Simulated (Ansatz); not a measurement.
# AlFH5NSi: one molecule under many settings

How do the results and run time of AlFH5NSi respond when the settings are drawn wide?

The runs use Ansatz 0.2.0, Gaussian basis; the settings change from run to run.

### 1 The molecule

An earlier PBE0-D4 in a triple-zeta def2 set relaxation fixed the geometry.

SMILES `[F][AlH][NH][SiH3]`, 9 atoms, charge 0, spin multiplicity 1.

Atoms are counted from 1 here; the program's logs count them from 0.

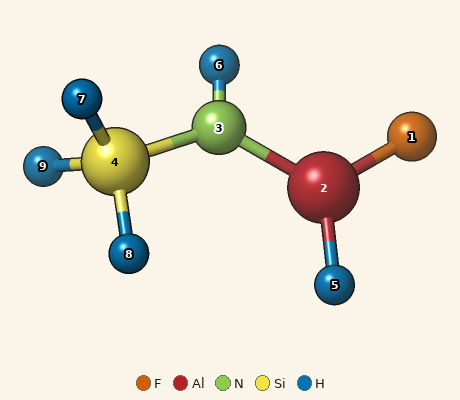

The geometry (fluorine orange, aluminium red, nitrogen green, silicon yellow, hydrogen blue); atoms are numbered from 1 in the order of the file.

### 2 RPA/x2c-TZVPPall

Set apart from the defaults: correlated electrons set to outside_noble_gas, high accuracy, the search for lower states set to full.

File in.yaml:

```yaml
crystal:
  periodic: [false, false, false]
  atoms:
    - {symbol: F, position_ang: [-1.352499, 2.745767, 0.794979]}
    - {symbol: Al, position_ang: [-0.342529, 1.704808, 0.008811]}
    - {symbol: N, position_ang: [-0.451170, -0.008960, 0.442318]}
    - {symbol: Si, position_ang: [0.463792, -1.332593, -0.185034]}
    - {symbol: H, position_ang: [0.655434, 2.250546, -1.069055]}
    - {symbol: H, position_ang: [-1.132159, -0.254720, 1.150004]}
    - {symbol: H, position_ang: [1.248496, -2.025503, 0.873838]}
    - {symbol: H, position_ang: [1.399756, -0.771979, -1.194333]}
    - {symbol: H, position_ang: [-0.400620, -2.353668, -0.838629]}
basis:
  gaussian: {orbitals: x2c-TZVPPall}
hamiltonian: {xc: {name: HF}}
correlation: {method: rpa, electrons: outside_noble_gas}
accuracy: high
scf: {lower_state_search: full}
```

Started as:

```console
ansatz run in.yaml --threads 2 --pin off --events-out ev --progress --plain --max-ram 4352MiB
```

Log:

```text
Functional definition: HF
  name "HF"
  cite "Fock, Z. Phys. 61, 126 (1930) doi:10.1007/BF01340294"
  parent pbe
  exchange = exact_x
  correlation = 0
3736 factors; integrals over basis functions are off by at most 1.0e-8 eV
mean field evaluation 1: about -18744.8518 eV, gradient 4.7e1 eV
mean field evaluation 2: about -18744.9873 eV, gradient 4.7e1 eV
mean field evaluation 4: about -18749.5054 eV, gradient 3.1e0 eV
mean field evaluation 8: about -18749.5579 eV, gradient 1.3e-1 eV
mean field evaluation 16: about -18749.5580 eV, gradient 1.3e-8 eV
mean field -18749.55798584 eV, -689.0335470727 hartree, gradient 1.3e-8 eV, S^2 0.000000; 0 other end points of the search recorded, 0 dependent functions left out
12 core orbitals not correlated: weight in the atoms' cores, before any rotation towards them, 1.000 or more for the frozen orbitals, at most 0.000 for the correlated occupied ones
reference -18749.55798584 eV, -689.0335470727 hartree; 12, 12 occupied and 192, 192 virtual orbitals, 3736 factors
Total energy: -18771.78250247 eV, -689.8502829945 hartree
Relativity: scalar
```

Wall time 28 s (2 threads of Arm Neoverse V1, shared host); peak memory 1.5 GiB.

### 3 r2SCAN/aug-pcseg-2

This run has atoms shaken by 0.08 Å, density fitting with def2-universal-jkfit, a point charge of 0.50 e beside it, D3(BJ) with three-body dispersion.

File in.yaml:

```yaml
crystal:
  periodic: [false, false, false]
  atoms:
    - {symbol: F, position_ang: [-1.413117, 2.709248, 0.806465]}
    - {symbol: Al, position_ang: [-0.563710, 1.671965, 0.008871]}
    - {symbol: N, position_ang: [-0.521001, -0.061131, 0.315755]}
    - {symbol: Si, position_ang: [0.544283, -1.422809, -0.131748]}
    - {symbol: H, position_ang: [0.646432, 2.295965, -1.122074]}
    - {symbol: H, position_ang: [-1.222123, -0.279817, 1.071227]}
    - {symbol: H, position_ang: [1.149502, -1.988066, 0.800828]}
    - {symbol: H, position_ang: [1.328795, -0.757777, -1.084373]}
    - {symbol: H, position_ang: [-0.329051, -2.316395, -0.796182]}
basis:
  gaussian: {orbitals: aug-pcseg-2, fitting: {mean_field: def2-universal-jkfit}, point_charges: [{charge: 0.50, position_ang: [4.839, 0.306, 0.715]}]}
hamiltonian: {xc: {name: r2SCAN}, dispersion: d3bjatm}
```

The command is unchanged.

Log:

```text
Functional definition: r2SCAN
  name "r2SCAN"
  cite "Furness, Kaplan, Ning, Perdew & Sun, J. Phys. Chem. Lett. 11, 8208 (2020) doi:10.1021/acs.jpclett.0c02405"
  cite "Furness, Kaplan, Ning, Perdew & Sun, J. Phys. Chem. Lett. 11, 9248 (2020) doi:10.1021/acs.jpclett.0c03077"
  parent r2scan
  parameter k0 = 0.174
  parameter k1 = 0.065
  parameter a1 = 4.9479
  exchange = r2scan_x(k0 = k0, k1 = k1, a1 = a1)
  correlation = r2scan_c
500 factors; integrals over basis functions are off by at most 1.4e0 eV
mean field evaluation 1: about -18751.6997 eV, gradient 8.2e1 eV
mean field evaluation 2: about -18695.4385 eV, gradient 1.5e2 eV
mean field evaluation 4: about -18763.6652 eV, gradient 1.8e1 eV
mean field evaluation 8: about -18764.1715 eV, gradient 2.3e-1 eV
mean field evaluation 16: about -18764.1716 eV, gradient 3.9e-5 eV
mean field -18764.17162452 eV, -689.5705883888 hartree, gradient 3.9e-5 eV, S^2 0.000000; 0 other end points of the search recorded, 0 dependent functions left out
reference -18764.17164937 eV, -689.5705893019 hartree; 24, 24 occupied and 283, 283 virtual orbitals, 500 factors
Total energy: -18764.21799994 eV, -689.5722926542 hartree
```

Wall time 9 s (2 threads of Arm Neoverse V1, shared host); peak memory 0.43 GiB.

### 4 BLYP/def2-mTZVP

Options: charge +1, multiplicity 2, D3(BJ) with three-body dispersion.

File in.yaml:

```yaml
crystal:
  periodic: [false, false, false]
  atoms:
    - {symbol: F, position_ang: [-1.352499, 2.745767, 0.794979]}
    - {symbol: Al, position_ang: [-0.342529, 1.704808, 0.008811]}
    - {symbol: N, position_ang: [-0.451170, -0.008960, 0.442318]}
    - {symbol: Si, position_ang: [0.463792, -1.332593, -0.185034]}
    - {symbol: H, position_ang: [0.655434, 2.250546, -1.069055]}
    - {symbol: H, position_ang: [-1.132159, -0.254720, 1.150004]}
    - {symbol: H, position_ang: [1.248496, -2.025503, 0.873838]}
    - {symbol: H, position_ang: [1.399756, -0.771979, -1.194333]}
    - {symbol: H, position_ang: [-0.400620, -2.353668, -0.838629]}
basis:
  gaussian: {orbitals: def2-mTZVP}
total_charge: 1
magnetization: {spin_polarized: true, initial_magnetization: 1}
hamiltonian: {xc: {name: BLYP}, dispersion: d3bjatm}
```

The command is unchanged.

Log:

```text
Functional definition: BLYP
  name "BLYP"
  cite "Becke, Phys. Rev. A 38, 3098 (1988) doi:10.1103/PhysRevA.38.3098"
  cite "Lee, Yang & Parr, Phys. Rev. B 37, 785 (1988) doi:10.1103/PhysRevB.37.785"
  parameter beta = 0.0042
  parameter a = 0.04918
  parameter b = 0.132
  parameter c = 0.2533
  parameter d = 0.349
  exchange = b88_x(beta = beta)
  correlation = lyp_c(a = a, b = b, c = c, d = d)
946 factors; their error is unknown
mean field evaluation 1: about -18726.0427 eV, gradient 9.1e1 eV
mean field evaluation 2: about -18544.2499 eV, gradient 1.9e2 eV
mean field evaluation 4: about -18741.1380 eV, gradient 6.1e1 eV
mean field evaluation 8: about -18757.3069 eV, gradient 4.2e0 eV
mean field evaluation 16: about -18757.4040 eV, gradient 5.3e-2 eV
mean field evaluation 32: about -18752.8728 eV, gradient 1.8e1 eV
mean field evaluation 64: about -18756.1526 eV, gradient 3.1e0 eV
mean field -18757.40404288 eV, -689.3218843507 hartree, gradient 9.0e-6 eV, S^2 0.754639; 6 other end points of the search recorded, 0 dependent functions left out
reference -18757.40442549 eV, -689.3218984115 hartree; 24, 23 occupied and 73, 74 virtual orbitals, 946 factors
Total energy: -18757.77448461 eV, -689.3354978330 hartree
```

It took 9.5 s on 2 threads of Arm Neoverse V1, shared host.

⟨S²⟩ 0.755.

### 5 r2SCAN50/def2-SVP

Options: multiplicity 3, D4 dispersion.

in.yaml, as its differences from that of step 4:

```diff
@@ -13,5 +13,5 @@
 basis:
-  gaussian: {orbitals: def2-mTZVP}
-total_charge: 1
-magnetization: {spin_polarized: true, initial_magnetization: 1}
-hamiltonian: {xc: {name: BLYP}, dispersion: d3bjatm}
+  gaussian: {orbitals: def2-SVP}
+magnetization: {spin_polarized: true, initial_magnetization: 2}
+hamiltonian: {xc: {name: r2SCAN50}, dispersion: d4}
+output: {forces: true}
```

Launched as before.

Log:

```text
Functional definition: r2SCAN50
  name "r2SCAN50"
  cite "Bursch, Neugebauer, Ehlert & Grimme, J. Chem. Phys. 156, 134105 (2022) doi:10.1063/5.0086040"
  cite "Furness, Kaplan, Ning, Perdew & Sun, J. Phys. Chem. Lett. 11, 8208 (2020) doi:10.1021/acs.jpclett.0c02405"
  cite "Furness, Kaplan, Ning, Perdew & Sun, J. Phys. Chem. Lett. 11, 9248 (2020) doi:10.1021/acs.jpclett.0c03077"
  parent r2scan
  parameter a = 0.5
  parameter k0 = 0.174
  parameter k1 = 0.065
  parameter a1 = 4.9479
  exchange = (1 - a)*r2scan_x(k0 = k0, k1 = k1, a1 = a1) + a*exact_x
  correlation = r2scan_c
851 factors; integrals over basis functions are off by at most 1.1e-3 eV
mean field evaluation 1: about -18741.3507 eV, gradient 3.5e1 eV
mean field evaluation 2: about -18738.6727 eV, gradient 4.4e1 eV
mean field evaluation 4: about -18747.1124 eV, gradient 2.6e0 eV
mean field evaluation 8: about -18747.2626 eV, gradient 2.6e-1 eV
mean field evaluation 16: about -18747.2668 eV, gradient 1.1e-2 eV
mean field evaluation 32: about -18747.3847 eV, gradient 1.1e-2 eV
mean field -18747.38466752 eV, -688.9536790977 hartree, gradient 2.7e-6 eV, S^2 2.021595; 2 other end points of the search recorded, 0 dependent functions left out
the calculation of the forces begins
reference -18747.38467621 eV, -688.9536794169 hartree; 25, 23 occupied and 64, 66 virtual orbitals, 851 factors
Total energy: -18747.43866235 eV, -688.9556633709 hartree
Atom 0 at    -1.352499     2.745767     0.794979 Å, force    -0.762866     0.009492     0.725518 eV/Å
Atom 1 at    -0.342529     1.704808     0.008811 Å, force     1.226151     4.706369    -2.035693 eV/Å
Atom 2 at    -0.451170    -0.008960     0.442318 Å, force    -1.300509    -3.385148     1.884336 eV/Å
Atom 3 at     0.463792    -1.332593    -0.185034 Å, force     1.922678    -1.563194    -1.545131 eV/Å
Atom 4 at     0.655434     2.250546    -1.069055 Å, force     0.045904    -0.442186     0.016518 eV/Å
Atom 5 at    -1.132159    -0.254720     1.150004 Å, force    -0.271228    -0.000520     0.258683 eV/Å
Atom 6 at     1.248496    -2.025503     0.873838 Å, force    -0.354356     0.339653     0.177205 eV/Å
Atom 7 at     1.399756    -0.771979    -1.194333 Å, force    -0.245899    -0.022735     0.240856 eV/Å
Atom 8 at    -0.400620    -2.353668    -0.838629 Å, force    -0.259876     0.358269     0.277707 eV/Å
Dipole moment:     0.079930    -1.762116     0.249105 e Å
```

Wall time 16 s (2 threads of Arm Neoverse V1, shared host); peak memory 0.29 GiB.

Largest force 5.272 eV/Å, dipole 8.56 D, ⟨S²⟩ 2.022.

### 6 r2SCAN50/6-31G*

Options: charge -1, multiplicity 2, the search for lower states set to light.

in.yaml, as its differences from that of step 5:

```diff
@@ -13,5 +13,7 @@
 basis:
-  gaussian: {orbitals: def2-SVP}
-magnetization: {spin_polarized: true, initial_magnetization: 2}
-hamiltonian: {xc: {name: r2SCAN50}, dispersion: d4}
+  gaussian: {orbitals: "6-31G*"}
+total_charge: -1
+magnetization: {spin_polarized: true, initial_magnetization: 1}
+hamiltonian: {xc: {name: r2SCAN50}}
+scf: {lower_state_search: light}
 output: {forces: true}
```

The command is unchanged.

Log:

```text
Functional definition: r2SCAN50
  name "r2SCAN50"
  cite "Bursch, Neugebauer, Ehlert & Grimme, J. Chem. Phys. 156, 134105 (2022) doi:10.1063/5.0086040"
  cite "Furness, Kaplan, Ning, Perdew & Sun, J. Phys. Chem. Lett. 11, 8208 (2020) doi:10.1021/acs.jpclett.0c02405"
  cite "Furness, Kaplan, Ning, Perdew & Sun, J. Phys. Chem. Lett. 11, 9248 (2020) doi:10.1021/acs.jpclett.0c03077"
  parent r2scan
  parameter a = 0.5
  parameter k0 = 0.174
  parameter k1 = 0.065
  parameter a1 = 4.9479
  exchange = (1 - a)*r2scan_x(k0 = k0, k1 = k1, a1 = a1) + a*exact_x
  correlation = r2scan_c
751 factors; integrals over basis functions are off by at most 7.4e-4 eV
mean field evaluation 1: about -18756.6000 eV, gradient 2.1e1 eV
mean field evaluation 2: about -18756.0021 eV, gradient 2.4e1 eV
mean field evaluation 4: about -18758.5632 eV, gradient 8.8e-1 eV
mean field evaluation 8: about -18758.6147 eV, gradient 1.8e-1 eV
mean field evaluation 16: about -18758.6169 eV, gradient 4.2e-3 eV
mean field evaluation 32: about -18759.0278 eV, gradient 2.2e-5 eV
mean field -18759.02778147 eV, -689.3815556431 hartree, gradient 2.5e-6 eV, S^2 0.757982; 2 other end points of the search recorded, 0 dependent functions left out
the calculation of the forces begins
reference -18759.02779217 eV, -689.3815560364 hartree; 25, 24 occupied and 53, 54 virtual orbitals, 751 factors
Total energy: -18759.02779217 eV, -689.3815560364 hartree
Atom 0 at    -1.352499     2.745767     0.794979 Å, force    -0.732121     0.526628     0.615337 eV/Å
Atom 1 at    -0.342529     1.704808     0.008811 Å, force     0.747745     1.162875    -0.954057 eV/Å
Atom 2 at    -0.451170    -0.008960     0.442318 Å, force     0.175252    -2.741576     0.364768 eV/Å
Atom 3 at     0.463792    -1.332593    -0.185034 Å, force    -0.890567     1.659299     0.537607 eV/Å
Atom 4 at     0.655434     2.250546    -1.069055 Å, force     0.190014     0.043834    -0.193929 eV/Å
Atom 5 at    -1.132159    -0.254720     1.150004 Å, force     0.235231     0.100659    -0.250568 eV/Å
Atom 6 at     1.248496    -2.025503     0.873838 Å, force     0.091524    -0.245710    -0.128678 eV/Å
Atom 7 at     1.399756    -0.771979    -1.194333 Å, force     0.004937    -0.276216     0.048684 eV/Å
Atom 8 at    -0.400620    -2.353668    -0.838629 Å, force     0.177984    -0.229792    -0.039163 eV/Å
Dipole moment:     0.015037    -1.157091     0.210319 e Å
```

It took 16 s on 2 threads of Arm Neoverse V1, shared host; peak memory 0.27 GiB.

Largest force 2.771 eV/Å, ⟨S²⟩ 0.758.

(Part 1 of 2 ends here.)
